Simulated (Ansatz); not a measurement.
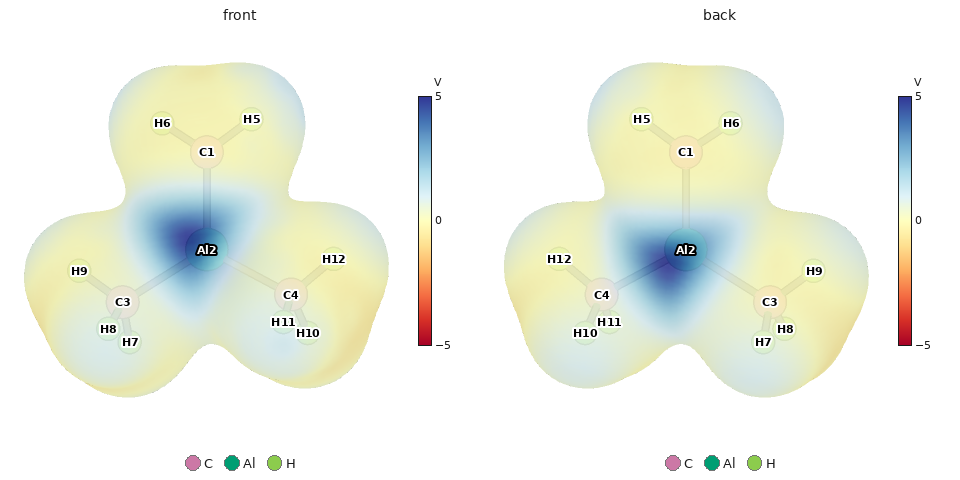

*C3H8Al (SMILES [CH2][Al]([CH3])[CH3]) (doublet). The electrostatic potential painted on the density surface at 0.004 e/bohr³, seen from the front and from behind; red is negative and blue positive.*

Geometry: PBE0-D4/def2-TZVP.

Theory: UKS PBE0-D4/def2-TZVPP in Ansatz.

```yaml
atoms:
  - { symbol: C, position_ang: [-1.1880, 1.7110, -0.2128] }
  - { symbol: Al, position_ang: [-0.0866, 0.1352, -0.0141] }
  - { symbol: C, position_ang: [0.2026, -0.6280, 1.7634] }
  - { symbol: C, position_ang: [0.7239, -0.6871, -1.5930] }
  - { symbol: H, position_ang: [-1.4004, 2.1968, -1.1650] }
  - { symbol: H, position_ang: [-1.6770, 2.2273, 0.6132] }
  - { symbol: H, position_ang: [-0.1706, -1.6569, 1.8140] }
  - { symbol: H, position_ang: [1.2706, -0.6807, 2.0016] }
  - { symbol: H, position_ang: [-0.2868, -0.0601, 2.5586] }
  - { symbol: H, position_ang: [0.3552, -1.7092, -1.7344] }
  - { symbol: H, position_ang: [1.8107, -0.7690, -1.4832] }
  - { symbol: H, position_ang: [0.5236, -0.1348, -2.5145] }
```

Which sites attract a positive test charge, and which a negative one?

Answer. A positive charge is drawn to the negative regions and a negative charge to the positive ones. The most negative region (about −0.5 V, or −12 kcal/mol for a unit charge) lies over C3 and C4, the most positive (about +4.7 V, or +108 kcal/mol for a unit charge) over Al2.
